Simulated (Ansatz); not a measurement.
Si2N3H9: single-point calculation

Si2N3H9, computed with RKS PBE, rpa/def2-mTZVPP (Ansatz 0.2.0).

Some settings of this run were made unusual or wrong on purpose. The geometry comes from this level: PBE0-D4/def2-TZVP.

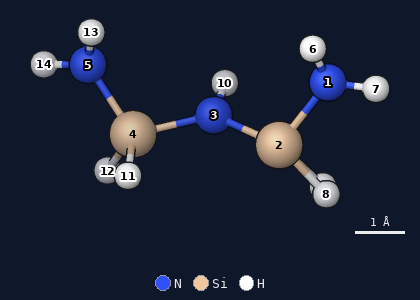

Figure 1. The structure as given in the input (ball-and-stick view, seen at a tilt; atoms are numbered from 1 in the order of the input). Bond lengths as drawn: H–H 0.42 Å, H–N 1.01 Å, H–Si 1.48 to 1.49 Å and N–Si 1.71 to 1.72 Å.

### The input
```yaml
crystal:
  periodic: [false, false, false]
  atoms:
    - {symbol: N, position_ang: [-1.146043, -0.063892, 2.443040]}
    - {symbol: Si, position_ang: [-0.247810, 0.919951, 1.363276]}
    - {symbol: N, position_ang: [-0.420002, 0.328369, -0.243046]}
    - {symbol: Si, position_ang: [0.751440, 0.079508, -1.478222]}
    - {symbol: N, position_ang: [0.494461, -1.443756, -2.222746]}
    - {symbol: H, position_ang: [-0.917674, -1.033125, 2.591464]}
    - {symbol: H, position_ang: [-1.574097, 0.345788, 3.256530]}
    - {symbol: H, position_ang: [-0.513195, 2.281607, 1.873882]}
    - {symbol: H, position_ang: [-0.813195, 2.281607, 1.573882]}
    - {symbol: H, position_ang: [-1.375491, 0.146950, -0.525392]}
    - {symbol: H, position_ang: [2.062372, 0.263810, -0.797505]}
    - {symbol: H, position_ang: [0.658178, 1.044761, -2.608588]}
    - {symbol: H, position_ang: [0.596041, -2.306354, -1.713627]}
    - {symbol: H, position_ang: [0.696361, -1.563874, -3.201338]}
basis:
  gaussian: {orbitals: def2-mTZVPP}
hamiltonian: {xc: {name: PBE}}
correlation: {method: rpa}
accuracy: high
```

Hardware: 4 threads of Arm Neoverse V1, 23 GiB of memory available, shared host.

Launched with:
```bash
ansatz run in.yaml --threads 4 --pin off --events-out ev --progress --plain --max-ram 10444MiB
```

### The program's output
```
Functional definition: PBE
  name "PBE"
  cite "Perdew, Burke & Ernzerhof, Phys. Rev. Lett. 77, 3865 (1996) doi:10.1103/PhysRevLett.77.3865"
  parent pbe
  parameter kappa = 0.804
  parameter beta = 0.06672455060314922
  exchange = pbe_x(kappa = kappa, mu = beta*pi^2/3)
  correlation = pbe_c(beta = beta)
3516 factors; integrals over basis functions are off by at most 1.3e-8 eV
mean field evaluation 1: about -20327.6588 eV, gradient 1.2e2 eV
mean field evaluation 2: about -20327.6616 eV, gradient 1.2e2 eV
mean field evaluation 4: about -20349.6517 eV, gradient 3.1e1 eV
mean field evaluation 8: about -20353.0950 eV, gradient 6.9e-1 eV
mean field evaluation 16: about -20353.0948 eV, gradient 1.1e-3 eV
mean field evaluation 32: about -20308.7251 eV, gradient 1.1e2 eV
mean field -20353.09475568 eV, -747.9624364482 hartree, gradient 4.1e-8 eV, S^2 0.000000; 1 other end points of the search recorded, 0 dependent functions left out
13 core orbitals not correlated: weight in the atoms' cores, before any rotation towards them, 1.000 or more for the frozen orbitals, at most 0.000 for the correlated occupied ones
reference -20305.57890500 eV, -746.2162611430 hartree; 16, 16 occupied and 142, 142 virtual orbitals, 3516 factors
Total energy: -20341.32210083 eV, -747.5297993623 hartree
```

### Outcome

| quantity | value |
| --- | --- |
| outcome | converged |
| total energy | −20341.3221 eV |
| mean-field energy | −20305.5789 eV |
| SCF solution under orbital rotations | stable |
| wall time | 18 s (CPU time 69 s) |
| peak memory | 1.3 GiB |

### What went wrong

This input holds a deliberate fault: two atoms are placed far too close. The program still converged, but the numbers can't be taken as results for the intended system.
